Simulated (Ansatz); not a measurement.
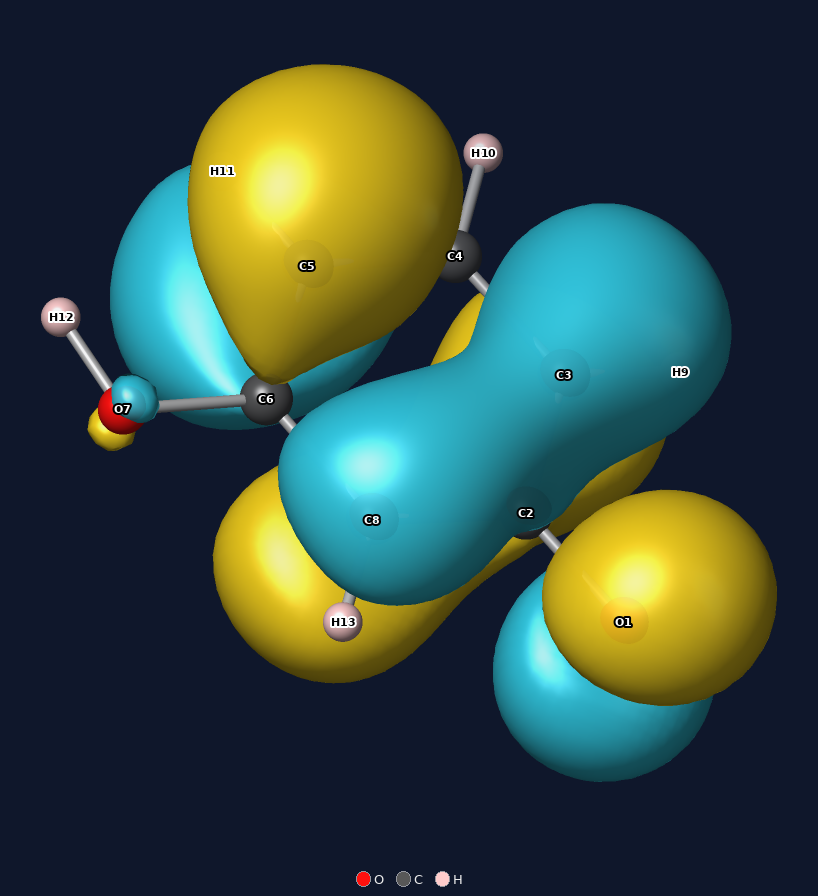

Figure 1: C₆H₅O₂ (ohout) (doublet). One frontier orbital at ±0.06 Å⁻³ᐟ² (yellow and cyan are the two phases), seen at a tilt.

⟨S²⟩ = 0.80, above the pure value of 0.75.

Computed with Ansatz, DFT custom functional, Gaussian basis def2-TZVPD.

```xyz
13

O    -2.2105   -1.3724   -0.2161
C    -1.1837   -0.6743   -0.1122
C    -1.2730    0.7683   -0.0332
C    -0.1381    1.5258    0.0809
C     1.1190    0.9156    0.1224
C     1.2430   -0.4859    0.0479
O     2.4562   -1.0865    0.0872
C     0.1259   -1.2694   -0.0666
H    -2.2624    1.2071   -0.0682
H    -0.2007    2.6063    0.1404
H     2.0127    1.5261    0.2130
H     3.1491   -0.4251    0.1684
H     0.2030   -2.3479   -0.1251
```

**Which orbital is it: HOMO (β) or LUMO (β)?**

The LUMO (β), at −1.97 eV. It lies mainly on O1 (about 25 %), C5 (about 20 %), C3 (about 15 %), C8 (about 15 %) and C2 (about 10 %); it changes sign across the molecular plane (π type); π-bonding across C2–C3 and C2–C8; π-antibonding (a node) across O1–C2.
